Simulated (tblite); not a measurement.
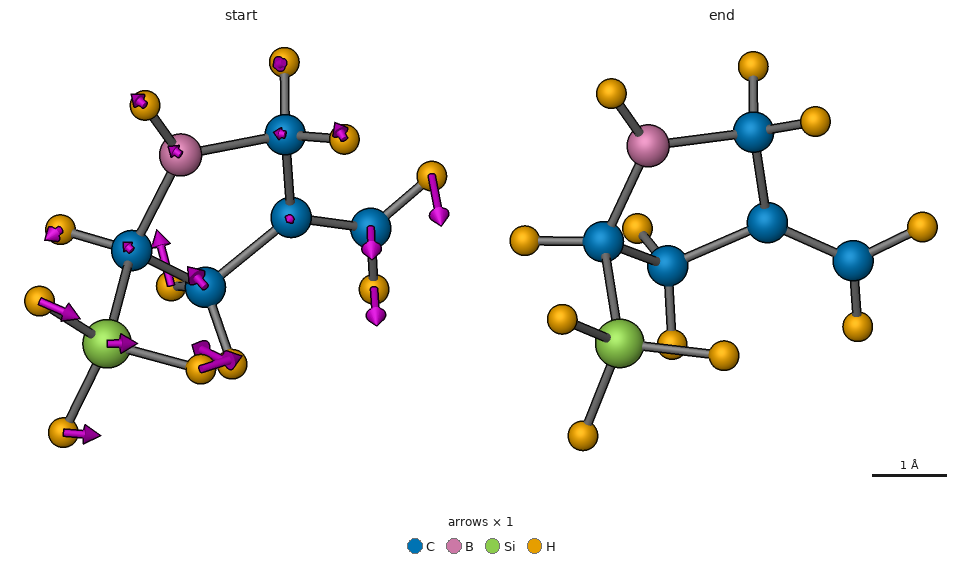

The structure of C₅H₁₁BSi before (left) and after (right) a relaxation, at one scale. The purple arrows give the displacements, at their true length.

A ball-and-stick model, seen from a free direction.

These are results of tblite 0.8.0, GFN2-xTB geometry optimisation, gas phase, not measurements. 

**Summarise the run.**

The atom that moves furthest after the best rigid fit is an H atom (1.01 Å). By element the largest moves are H 1.01 Å, C 0.67 Å, Si 0.44 Å, B 0.23 Å. Near-neighbour distances that change, for instance: C–Si 1.877 → 1.921 Å, C–C 1.353 → 1.321 Å, C–H 1.121 → 1.092 Å, B–C 1.575 → 1.552 Å. Among the angles between lasting bonds that change: B–C–H 108.7° → 117.2°, C–C–C 116.3° → 109.0°, H–C–H 112.2° → 105.4°. Groups turn about C–C by about 35°, C–C by about 35°, C–C by about 25°. Over 112 geometry steps the energy falls by 26.8 kJ/mol.
